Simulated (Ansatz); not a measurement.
# Lattice dynamics of (GaSb)2(CuI)2 [001] superlattice, started as zinc blende

Aim: the vibrations of (GaSb)2(CuI)2 [001] superlattice, started as zinc blende, their spectra, and whether the structure is stable.

Main program and level: Ansatz 0.2.0; DFT PBEsol, scalar-relativistic, plane waves, PAW.

The structure was built from a prototype and need not be the compound's stable phase.

## 1. Set-up

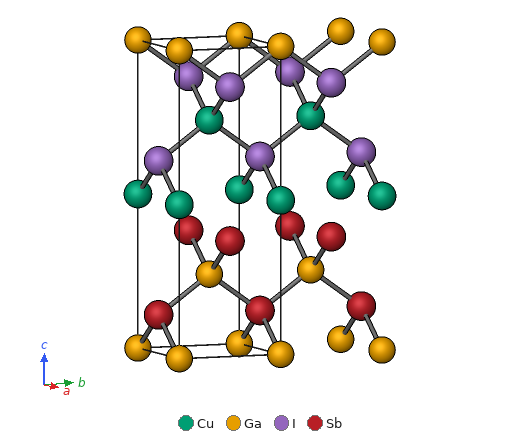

Start, viewed slightly off an axis; copper teal, gallium orange, iodine purple, antimony red. 1×2×1 cells are drawn. Some periodic images of atoms are drawn too.

## 2. Coarse relaxation

The start is far from rest, so a relaxation with loose tolerances brings it close first.

input.yaml

```yaml
crystal:
  lattice:
    - [3.0375, 3.0375, 0.0]
    - [-3.0375, 3.0375, 0.0]
    - [0.0, 0.0, 12.15]
  atoms:
    - { symbol: Cu, position: [0.0, 0.0, 0.5] }
    - { symbol: Cu, position: [0.5, 0.5, 0.75] }
    - { symbol: Ga, position: [0.0, 0.0, 0.0] }
    - { symbol: Ga, position: [0.5, 0.5, 0.25] }
    - { symbol: I, position: [0.5, 0.0, 0.625] }
    - { symbol: I, position: [0.0, 0.5, 0.875] }
    - { symbol: Sb, position: [0.5, 0.0, 0.125] }
    - { symbol: Sb, position: [0.0, 0.5, 0.375] }
kpoints:
  mp_grid: { grid: [6, 6, 2] }
hamiltonian:
  xc: pbesol
scf:
  occupations: { method: gaussian, width: 0.1 }
output:
  forces: true
  stress: true
  eigenvalues: true
relax:
  adjacent_minimum: "off"
  f_tol: 0.05
  max_steps: 80
  cell: { stress_tol: 0.5 }
```

Command:

```sh
$ ansatz run input.yaml --threads 8 --pin off --max-ram 14336MiB --backend cpu --events-out ev --progress --plain --runs-dir out
```

Numbers of over 12 decimals in the logs are rounded to 6 here.

The log of the run:

```text
The last accepted step is kept in <dir> (removed where the run ends without a failure and the disk answers)
Engine: ansatz 0.2.0, x86_64-unknown-linux-gnu
Pseudopotentials: kind: paw
Pseudopotential: Cu, paw, valence charge 19, recommended cutoff 420 eV (normal), Cu.paw.azcp
Pseudopotential: Ga, paw, valence charge 13, recommended cutoff 420 eV (normal), Ga.paw.azcp
[...]
- [3.052122, 3.052122, 0]
    - [-3.053341, 3.053341, 0]
    - [0, 0, 12.138380]
  atoms:
    - { symbol: Cu, position: [0, 0, 0.491540] }
    - { symbol: Cu, position: [0.5, 0.5, 0.736721] }
    - { symbol: Ga, position: [0, 0, 0.010149] }
    - { symbol: Ga, position: [0.5, 0.5, 0.263643] }
    - { symbol: I, position: [0.5, 0, 0.622780] }
    - { symbol: I, position: [0, 0.5, 0.857927] }
    - { symbol: Sb, position: [0.5, 0, 0.131725] }
    - { symbol: Sb, position: [0, 0.5, 0.385515] }
[key lines of the parts left out:]
SCF converged after 6 iterations
Free energy (F): -48344.594845 eV
Fermi energy:    8.441315 eV
P = ⅓ Tr σ = 0.0044 GPa (0.044 kbar)
```

It took 30 s on 8 threads of Intel Xeon Platinum 8488C (Sapphire Rapids), shared host; peak memory 1.3 GiB.

Relaxation path:

```
step  energy less that of the first step (eV)  largest force component (eV/Å)  pressure (GPa)  volume (Å³)
   1                                   0.0000                          1.1235            0.08       224.20
   2                                  -0.2572                          0.1805            0.23       224.60
   3                                  -0.2644                          0.0507            0.11       225.58
   4                                  -0.2652                          0.0129            0.01       226.24
  5*                                  -0.2657                          0.0128            0.00       226.24
```

Relaxation steps marked * repeat the geometry before them on a plane-wave basis chosen anew for their cell, so energy and pressure can jump there.

Forces are held to the 4 operations that the run works with; a distortion that breaks them can't arise in this run.

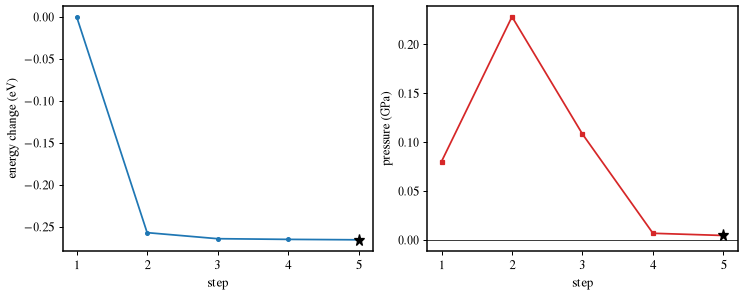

Energy and pressure along the relaxation. Stars mark steps on a basis chosen anew.

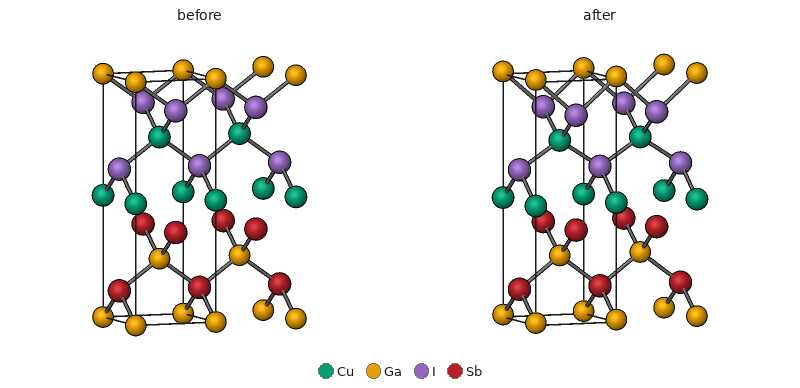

The structure before and after the relaxation, drawn at the same scale.

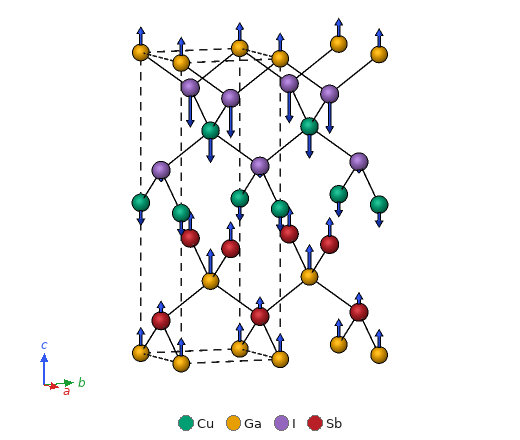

Displacements in the relaxation, exaggerated, measured against the changing cell; the longest in the cell stands for 0.21 Å. 1×2×1 cells are drawn. Some periodic images of atoms are drawn too.

```
conventional cell, symmetrised  before   after  change
                         a (Å)   4.296   4.316  +0.5 %
                         b (Å)   4.296   4.318  +0.5 %
                         c (Å)  12.150  12.138  -0.1 %
              volume (Å³/atom)   28.03   28.28  +0.9 %
```

The atoms that moved most (Å, as changes of fractional coordinates times the final cell):

```
atom     dx     dy      dz  length
  I6  0.000  0.000  -0.207   0.207
 Ga4  0.000  0.000   0.166   0.166
 Cu2  0.000  0.000  -0.161   0.161
 Sb8  0.000  0.000   0.128   0.128
 Ga3  0.000  0.000   0.123   0.123
 Cu1  0.000  0.000  -0.103   0.103
 Sb7  0.000  0.000   0.082   0.082
  I5  0.000  0.000  -0.027   0.027
```

This step gave:

- pressure: 0.004415 GPa
- volume per atom: 28.28 Å³
- gap on the k-mesh: 0 eV

In this step the volume went from 28.03 to 28.28 Å³/atom.

## 3. Relaxation

The cell and atoms are relaxed, since residual forces and stress would shift the frequencies.

input.yaml

```yaml
crystal:
  lattice:
    - [3.052121873, 3.052121873, 0.0]
    - [-3.0533412051, 3.0533412051, 0.0]
    - [0.0, 0.0, 12.1383801279]
  atoms:
    - { symbol: Cu, position: [0.0, 0.0, 0.4915400284] }
    - { symbol: Cu, position: [0.5, 0.5, 0.7367213393] }
    - { symbol: Ga, position: [0.0, 0.0, 0.0101486412] }
    - { symbol: Ga, position: [0.5, 0.5, 0.2636429271] }
    - { symbol: I, position: [0.5, 0.0, 0.622780202] }
    - { symbol: I, position: [0.0, 0.5, 0.8579270452] }
    - { symbol: Sb, position: [0.5, 0.0, 0.1317248077] }
    - { symbol: Sb, position: [0.0, 0.5, 0.3855150091] }
kpoints:
  mp_grid: { grid: [8, 8, 4] }
hamiltonian:
  xc: pbesol
scf:
  occupations: { method: gaussian, width: 0.1 }
output:
  forces: true
  stress: true
  eigenvalues: true
relax:
  adjacent_minimum: "off"
  f_tol: 0.005
  max_steps: 80
  cell: { stress_tol: 0.05 }
```

The log of the run:

```text
[...]
Crystal: 8 atoms, lattice volume = 226.239 Å³
Basis set: ecut = 420 eV, 4393 PW (Γ), exchange–correlation on 60×60×180 points (8 copies of the dense FFT grid, shifted against one another)
Bands: 77, of which v1, the nominal top of the filled ones, is band 64 counted from 1 (63 counted from 0)
Symmetry: 4 space group operations
[...]
k-points: 75 of 256 (time reversal used)
[...]
- [3.043229, 3.043229, 0]
    - [-3.077256, 3.077256, 0]
    - [0, 0, 12.069053]
  atoms:
    - { symbol: Cu, position: [0, 0, 0.490398] }
    - { symbol: Cu, position: [0.5, 0.5, 0.735863] }
    - { symbol: Ga, position: [0, 0, 0.00946617] }
    - { symbol: Ga, position: [0.5, 0.5, 0.263537] }
    - { symbol: I, position: [0.5, 0, 0.623397] }
    - { symbol: I, position: [0, 0.5, 0.859344] }
    - { symbol: Sb, position: [0.5, 0, 0.131620] }
    - { symbol: Sb, position: [0, 0.5, 0.386375] }
[key lines of the parts left out:]
SCF converged after 8 iterations
Free energy (F): -48344.592631 eV
Fermi energy:    8.356616 eV
P = ⅓ Tr σ = -0.0006 GPa (-0.006 kbar)
```

Wall time 79 s (8 threads); peak memory 1.7 GiB; 10 min of CPU time.

The steps of the relaxation:

```
step  energy less that of the first step (eV)  largest force component (eV/Å)  pressure (GPa)  volume (Å³)
   1                                   0.0000                          0.0355           -0.02       226.24
   2                                  -0.0023                          0.0199            0.00       226.02
   3                                  -0.0026                          0.0169            0.01       226.01
   4                                  -0.0026                          0.0164           -0.01       226.07
   5                                  -0.0027                          0.0015            0.00       226.05
  6*                                  -0.0026                          0.0015            0.00       226.05
```

Relaxation steps marked * repeat the geometry before them on a plane-wave basis chosen anew for their cell, so energy and pressure can jump there.

The run keeps the 4 symmetry operations that it works with, so distortions that break them were not tested.

```
conventional cell, symmetrised  before   after  change
                         a (Å)   4.316   4.304  -0.3 %
                         b (Å)   4.318   4.352  +0.8 %
                         c (Å)  12.138  12.069  -0.6 %
              volume (Å³/atom)   28.28   28.26  -0.1 %
```

The atoms that moved most (Å, as changes of fractional coordinates times the final cell):

```
atom     dx     dy      dz  length
  I6  0.000  0.000   0.017   0.017
 Cu1  0.000  0.000  -0.014   0.014
 Sb8  0.000  0.000   0.010   0.010
 Cu2  0.000  0.000  -0.010   0.010
 Ga3  0.000  0.000  -0.008   0.008
  I5  0.000  0.000   0.007   0.007
```

This step gave:

* pressure: -5.73e-4 GPa
* volume per atom: 28.26 Å³

In this step the volume went from 28.28 to 28.26 Å³/atom.

## 4. Relaxing to small forces for the phonons

Phonons need a cell at rest on their own settings, so the relaxation is repeated with tight tolerances on forces and stress, using the mesh and the filling of the phonon run that follows.

input.yaml

```yaml
crystal:
  lattice:
    - [3.0432291076, 3.0432291076, 0.0]
    - [-3.0772562888, 3.0772562888, 0.0]
    - [0.0, 0.0, 12.0690532302]
  atoms:
    - { symbol: Cu, position: [0.0, 0.0, 0.4903978861] }
    - { symbol: Cu, position: [0.5, 0.5, 0.7358631652] }
    - { symbol: Ga, position: [0.0, 0.0, 0.0094661723] }
    - { symbol: Ga, position: [0.5, 0.5, 0.2635365171] }
    - { symbol: I, position: [0.5, 0.0, 0.6233974119] }
    - { symbol: I, position: [0.0, 0.5, 0.8593438311] }
    - { symbol: Sb, position: [0.5, 0.0, 0.1316203918] }
    - { symbol: Sb, position: [0.0, 0.5, 0.3863746245] }
kpoints:
  mp_grid: { grid: [8, 8, 4] }
hamiltonian:
  xc: pbesol
scf:
  occupations: { method: methfessel_paxton, width: 0.2 }
output:
  forces: true
  stress: true
  eigenvalues: true
relax:
  adjacent_minimum: "off"
  f_tol: 0.001
  max_steps: 60
  cell: { stress_tol: 0.01 }
```

The log of the run:

```text
[...]
Crystal: 8 atoms, lattice volume = 226.048 Å³
Basis set: ecut = 420 eV, 4405 PW (Γ), exchange–correlation on 60×60×162 points (8 copies of the dense FFT grid, shifted against one another)
Bands: 77, of which v1, the nominal top of the filled ones, is band 64 counted from 1 (63 counted from 0)
Symmetry: 4 space group operations
[...]
k-points: 75 of 256 (time reversal used)
[...]
- [-3.081027, 3.081027, 0]
    - [0, 0, 12.051593]
  atoms:
    - { symbol: Cu, position: [0, 0, 0.490259] }
    - { symbol: Cu, position: [0.5, 0.500000, 0.736009] }
    - { symbol: Ga, position: [0, 0, 0.00909843] }
    - { symbol: Ga, position: [0.5, 0.500000, 0.263357] }
    - { symbol: I, position: [0.5, 0, 0.623690] }
    - { symbol: I, position: [0, 0.500000, 0.859811] }
    - { symbol: Sb, position: [0.5, 0, 0.131366] }
    - { symbol: Sb, position: [0, 0.500000, 0.386410] }
[key lines of the parts left out:]
SCF converged after 8 iterations
Free energy (F): -48344.587892 eV
Fermi energy:    8.363590 eV
P = ⅓ Tr σ = 0.0002 GPa (0.002 kbar)
```

Wall time 94 s (8 threads); peak memory 1.7 GiB.

Step by step:

```
step  energy less that of the first step (eV)  largest force component (eV/Å)  pressure (GPa)  volume (Å³)
   1                                   0.0000                          0.0212           -0.01       226.05
   2                                  -0.0001                          0.0201            0.01       225.87
   3                                  -0.0002                          0.0023            0.00       225.96
   4                                  -0.0002                          0.0052            0.00       225.96
   5                                  -0.0002                          0.0011            0.00       225.95
   6                                  -0.0002                          0.0001            0.00       225.96
  7*                                  -0.0002                          0.0001            0.00       225.96
```

Relaxation steps marked * repeat the geometry before them on a plane-wave basis chosen anew for their cell, so energy and pressure can jump there.

The run keeps the 4 symmetry operations that it works with, so distortions that break them were not tested.

```
conventional cell, symmetrised  before   after  change
                         a (Å)   4.304   4.303  -0.0 %
                         b (Å)   4.352   4.357  +0.1 %
                         c (Å)  12.069  12.052  -0.1 %
              volume (Å³/atom)   28.26   28.24  -0.0 %
```

The relaxed structure:

```cif
data_structure
_symmetry_space_group_name_H-M 'P 1'
_symmetry_Int_Tables_number 1
_cell_length_a 4.3030
_cell_length_b 4.3572
_cell_length_c 12.0516
_cell_angle_alpha 90.000
_cell_angle_beta 90.000
_cell_angle_gamma 90.000
_cell_volume 225.96
loop_
_atom_site_label
_atom_site_type_symbol
_atom_site_fract_x
_atom_site_fract_y
_atom_site_fract_z
_atom_site_occupancy
Cu1 Cu 0.00000 0.00000 0.49026 1
Cu2 Cu 0.50000 0.50000 0.73601 1
Ga3 Ga 0.00000 0.00000 0.00910 1
Ga4 Ga 0.50000 0.50000 0.26336 1
I5 I 0.50000 0.00000 0.62369 1
I6 I 0.00000 0.50000 0.85981 1
Sb7 Sb 0.50000 0.00000 0.13137 1
Sb8 Sb 0.00000 0.50000 0.38641 1
```

Numbers from this step:

```yaml
pressure: 2.08e-4 GPa
volume_per_atom: 28.24 Å³
```

The largest force component left is 0.095 meV/Å and the pressure is 0.000 GPa, within the tolerances set. The cell now holds 28.24 Å³/atom.

## 5. Zone-centre response

The zone centre is the only wavevector solved here; it holds the modes that light can see, as far as symmetry allows. No field response is asked, since the mesh shows no gap.

input.yaml

```yaml
crystal:
  lattice:
    - [3.0426721931, 3.0426721931, 0.0]
    - [-3.0810272933, 3.0810272933, 0.0]
    - [0.0, 0.0, 12.0515934325]
  atoms:
    - { symbol: Cu, position: [0.0, 0.0, 0.4902586642] }
    - { symbol: Cu, position: [0.5, 0.5, 0.7360088265] }
    - { symbol: Ga, position: [0.0, 0.0, 0.0090984255] }
    - { symbol: Ga, position: [0.5, 0.5, 0.2633571421] }
    - { symbol: I, position: [0.5, 0.0, 0.6236895614] }
    - { symbol: I, position: [0.0, 0.5, 0.8598111458] }
    - { symbol: Sb, position: [0.5, 0.0, 0.1313659993] }
    - { symbol: Sb, position: [0.0, 0.5, 0.3864102352] }
kpoints:
  mp_grid: { grid: [8, 8, 4] }
hamiltonian:
  xc: pbesol
scf:
  occupations: { method: methfessel_paxton, width: 0.2 }
output:
  eigenvalues: true
phonons:
  method: dfpt
```

The log of the run:

```text
zone centre: on kpoints.mp_grid the ground state, and the responses unless they are solved on pairs of k-points, stand on 102 of the mesh's 256 k-points, reduced under 2 symmetry operations, with k and −k counted as one. Each operation leaves every solved displacement unchanged or reverses it
[...]
Crystal: 8 atoms, lattice volume = 225.957 Å³
Basis set: ecut = 420 eV, 4405 PW (Γ), exchange–correlation on 60×60×162 points (8 copies of the dense FFT grid, shifted against one another)
Bands: 77, of which v1, the nominal top of the filled ones, is band 64 counted from 1 (63 counted from 0)
Symmetry: 4 space group operations
k-points: 102 of 256 (irreducible under 2 space group operations, time reversal used)
[...]
SCF iter   1: F=—  HF=-48344.609327 eV  |F-HF|=—  |Δ(HF+E_count)|=         —  Δρ=5.77e-3  dr2=1.03e-1  ethr=1.77e-3  ⟨swp⟩=7.4  Hψ=31335  notcnv=0
[...]
SCF iter  14: F=-48344.587892 eV  HF=-48344.587892 eV  |F-HF|=7.28e-12  |Δ(HF+E_count)|=    0.00e0  S|Δr|=    0.00e0  Δρ=7.57e-8  dr2=9.35e-12  ethr=1.00e-12  ⟨swp⟩=13.1  Hψ=45427  notcnv=0
SCF 1 converged in 14 iterations: F = -48344.587892 eV  dr2 = 9.35e-12
[...]
DFPT response loops at Γ: preconditioner auto → Kerker (q_TF=auto, 2.482 Å⁻¹) (partly filled bands, converged f_vac=0.117); β = 1.00, the filter's whole step (`scf.mixing.beta` (0.50) is not read by the response loops under this deck's `scf.mixing.preconditioner`; to damp them name `kerker` or `kerker_dos`, under which they read `scf.mixing.beta`, and type it under 1.00, their step now; both keys bind the ground state too); Broyden in place of MSR1
SCF converged after 14 iterations
[...]
Free energy (F): -48344.587892 eV
[...]
Internal energy: -48344.593405 eV  (E = F + TS)
E sigma→0 (E₀):  -48344.589271 eV
Entropy (-TS):   0.005513 eV (0.689 meV/atom)
Fermi energy:    8.363590 eV
[...]
--- Band table (eV; the first three rows and the last of 102) ---
  k-point 0: bands = [... 60 lower, 6.5277, 7.4402, 7.7620, 8.1477, 8.5755, 8.9509, 9.2442, 10.0802, ... 9 higher]
  k-point 1: bands = [... 60 lower, 6.7723, 7.0993, 7.6698, 8.4453, 8.4895, 8.9604, 9.3018, 10.0169, ... 9 higher]
  k-point 2: bands = [... 60 lower, 6.7578, 6.9536, 7.5500, 8.4052, 8.6255, 8.9739, 9.4502, 9.9516, ... 9 higher]
  k-point 101: bands = [... 60 lower, 6.0935, 6.1773, 6.2046, 6.5126, 8.6663, 9.3130, 10.0895, 10.1135, ... 9 higher]
--- Phonons (Γ-DFPT): 16 representative perturbations + reference, on 102 of 256 k-points (Σ response iterations 56) ---
  k mesh reduced under 2 symmetry operations, with k and −k counted as one. Each operation leaves every solved displacement unchanged or reverses it
  ASR residual: 1.212e-4 → 0.000e0 eV/Å²; symmetrization residual: 3.092e-5 eV/Å²
  ASR residual per site (eV/Å²): 5.96e-5 6.75e-5 4.74e-5 6.22e-5 2.62e-5 4.07e-5 1.21e-4 9.92e-5
  Γ frequencies (cm⁻¹): 0.00 0.00 0.00 31.59 34.38 39.16 45.31 47.81 49.13 73.66 85.46 99.68 117.74 120.59 121.25 135.30 147.58 163.44 182.88 192.29 205.86 207.69 219.91 231.41
  non-analytic LO–TO correction: not included (Born effective charges unavailable; polar crystals: no LO–TO splitting at Γ)
```

It took 6 min on 8 threads; peak memory 5.7 GiB.

In the SCF lines HF is the Harris–Foulkes energy and dr2 the Hartree energy of the density residual, in eV; the loop may stop once dr2 is under the threshold and the program's other checks hold. Hψ counts applications of the Hamiltonian.

This step gave:

```
sum-rule residual before enforcement                    : 1.21e-4 eV/Å²
point group                                             : mm2
highest optical mode at the zone centre (no LO-TO term) : 231.4 cm⁻¹
lowest optical zone-centre mode                         : 31.59 cm⁻¹
```

(Continued in part 2 of 2.)

[Logs are printed without paths, hosts, clocks, repeated set-up lines and the standing remarks that a program may print on its own settings, such as how far it seeks lower states.]

[Hosts, paths, dates, database ids (printed as entryN), source tags and the programs' standing remarks are cut or masked in the printed files.]
